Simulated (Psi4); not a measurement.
# GaF (SMILES [F][Ga]): r2SCAN/def2-SVP (sweep point 2)

Aim: the vertical ionisation energy of GaF at r2SCAN/def2-SVP (sweep point 2), from 2 runs. 

Program for the calculation: Psi4 1.11.

**1. The structure to begin with**

GaF has 2 atoms, charge 0, and is taken as a singlet. As SMILES, `[F][Ga]`. Geometry: a GFN2-xTB relaxation, a rough one for these elements and not checked as a minimum.

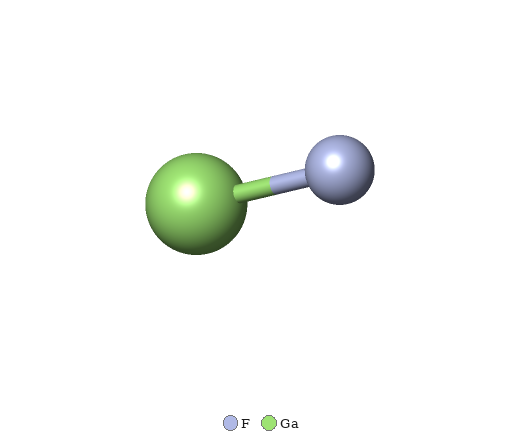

Viewed from a chosen angle; fluorine light blue, gallium green.

**2. The energy at r2SCAN/def2-SVP (sweep point 2)**

File fga.py:

```python
import psi4

psi4.set_memory(1600000000)
psi4.set_num_threads(1)
psi4.core.set_output_file('output.dat', False)

geom = psi4.geometry("""
0 1
F      0.000000     0.000000     0.000000
Ga     0.000000     0.000000     1.799150
symmetry c1
""")

psi4.set_options({
    'basis': 'def2-SVP',
    'reference': 'rks',
    'puream': True,
    'scf_type': 'pk',
    'dft_radial_points': 99,
    'dft_spherical_points': 590,
})

energy_value, wavefunction = psi4.energy("r2scan", return_wfn=True)
print(f'total energy {energy_value:.8f} hartree = {energy_value * 27.211386:.5f} eV')
```

On the command line:

```console
$ python fga.py
```

output.dat:

```text
[...]
  Running in c1 symmetry.
[...]
  Nuclear repulsion =   82.061218784942895
[...]
  Multiplicity = 1
[...]
  Nalpha       = 20
  Nbeta        = 20
[...]
    Number of basis functions: 46
[...]
   @RKS iter   1: -2022.83061643061365   -2.05691e+00   5.27607e-02 DIIS/ADIIS
[...]
   @RKS iter   9: -2024.36934063478111   -2.86382e-08   9.18084e-07 DIIS
[...]
    Orbital Energies [Eh]
    ---------------------
    Doubly Occupied:
       1A   -371.953037     2A    -45.726170     3A    -40.459729
       4A    -40.459729     5A    -40.457280     6A    -24.428999
       7A     -5.445808     8A     -3.714146     9A     -3.714146
      10A     -3.706522    11A     -1.040101    12A     -0.758122
      13A     -0.758122    14A     -0.752962    15A     -0.752962
      16A     -0.748302    17A     -0.393945    18A     -0.320772
      19A     -0.320772    20A     -0.255492
[...]
  @RKS Final Energy: -2024.36934063478111
   => Energetics <=
    Nuclear Repulsion Energy =             82.0612187849428949
    One-Electron Energy =               -2987.3935213425074835
    Two-Electron Energy =                 966.4436126180577276
    DFT Exchange-Correlation Energy =     -85.4806506952740648
    Empirical Dispersion Energy =           0.0000000000000000
    VV10 Nonlocal Energy =                  0.0000000000000000
    Total Energy =                      -2024.3693406347811106
[...]
 Multipole Moments:
 ------------------------------------------------------------------------------------
     Multipole            Electronic (a.u.)      Nuclear  (a.u.)        Total (a.u.)
 ------------------------------------------------------------------------------------
 L = 1.  Multiply by 2.5417464519 to convert [e a0] to [Debye]
 Dipole X            :         -0.0000000            0.0000000           -0.0000000
 Dipole Y            :          0.0000000            0.0000000            0.0000000
 Dipole Z            :          1.9455413           -1.2134090            0.7321324
 Magnitude           :                                                    0.7321324
[...]
```

The script printed:

```text
total energy -2024.36934063 hartree = -55085.89553 eV
```

Run time: 5.7 s. Hardware: 1 thread of Intel Xeon Platinum 8375C at 2.90GHz (Ice Lake), shared host; peak memory 0.55 GiB.

**3. The doublet cation**

File run.py:

```python
import psi4

psi4.set_memory(1600000000)
psi4.set_num_threads(1)
psi4.core.set_output_file('run.log', False)

mol = psi4.geometry("""
1 2
F      0.000000     0.000000     0.000000
Ga     0.000000     0.000000     1.799150
symmetry c1
""")

psi4.set_options({
    'basis': 'def2-SVP',
    'reference': 'uks',
    'puream': True,
    'scf_type': 'pk',
    'dft_radial_points': 99,
    'dft_spherical_points': 590,
    'maxiter': 150,
})

E, wfn = psi4.energy("r2scan", return_wfn=True)
print(f'total energy {E:.8f} hartree = {E * 27.211386:.5f} eV')
```

On the command line:

```console
$ python run.py
```

run.log:

```text
[...]
  Running in c1 symmetry.
[...]
  Nuclear repulsion =   82.061218784942895
[...]
  Multiplicity = 2
[...]
  Nalpha       = 20
  Nbeta        = 19
[...]
    Number of basis functions: 46
[...]
   @UKS iter   1: -2022.22800939699346   -1.45431e+00   5.41573e-02 DIIS/ADIIS
[...]
   @UKS iter  10: -2023.98724013245101   -9.91508e-09   7.53385e-07 DIIS
[...]
   @S^2 Observed:                7.554204038E-01
[...]
    Orbital Energies [Eh]
    ---------------------
    Alpha Occupied:
       1A   -372.314191     2A    -46.082643     3A    -40.816565
       4A    -40.816565     5A    -40.814523     6A    -24.751400
       7A     -5.806130     8A     -4.074541     9A     -4.074541
      10A     -4.067149    11A     -1.352505    12A     -1.117257
      13A     -1.117257    14A     -1.112677    15A     -1.112677
      16A     -1.107163    17A     -0.712598    18A     -0.614222
      19A     -0.614222    20A     -0.589540
    Alpha Virtual:
      21A     -0.351299    22A     -0.351298    23A     -0.237762
      24A     -0.059921    25A      0.069306    26A      0.069306
[...]
  @UKS Final Energy: -2023.98724013245101
   => Energetics <=
    Nuclear Repulsion Energy =             82.0612187849428949
    One-Electron Energy =               -2973.7277414696659434
    Two-Electron Energy =                 952.8668978978754467
    DFT Exchange-Correlation Energy =     -85.1876153456031773
    Empirical Dispersion Energy =           0.0000000000000000
    VV10 Nonlocal Energy =                  0.0000000000000000
    Total Energy =                      -2023.9872401324510065
[...]
 Multipole Moments:
 ------------------------------------------------------------------------------------
     Multipole            Electronic (a.u.)      Nuclear  (a.u.)        Total (a.u.)
 ------------------------------------------------------------------------------------
 L = 1.  Multiply by 2.5417464519 to convert [e a0] to [Debye]
 Dipole X            :          0.0000000            0.0000000            0.0000000
 Dipole Y            :          0.0000000            0.0000000            0.0000000
 Dipole Z            :          2.6866753           -1.2134090            1.4732663
 Magnitude           :                                                    1.4732663
[...]
```

Standard output:

```text
total energy -2023.98724013 hartree = -55075.49805 eV
```

It took 8.1 s on 1 thread of Intel Xeon Platinum 8375C at 2.90GHz (Ice Lake), shared host; peak memory 0.55 GiB.

**4. Results**

Level: r2SCAN/def2-SVP (sweep point 2).

| quantity | value |
| --- | --- |
| singlet GaF: total energy | -2024.36934 Eh |
| singlet GaF: dipole moment | 1.86 D |
| singlet GaF: HOMO energy | -6.95 eV |
| singlet GaF: LUMO energy | -1.88 eV |
| singlet GaF: HOMO–LUMO gap | 5.07 eV |
| doublet cation: total energy | -2023.98724 Eh |
| doublet cation: HOMO energy (highest over α and β) | -16.04 eV |
| doublet cation: LUMO energy (lowest over α and β) | -13.76 eV |
| doublet cation: ⟨S²⟩ | 0.755 |
| vertical ionisation energy (to the doublet cation) | 10.397 eV |

What this shows: The vertical ionisation energy comes to 10.40 eV (1003 kJ/mol). The negative HOMO energy of the first species, 6.95 eV, lies 3.45 eV below that difference.
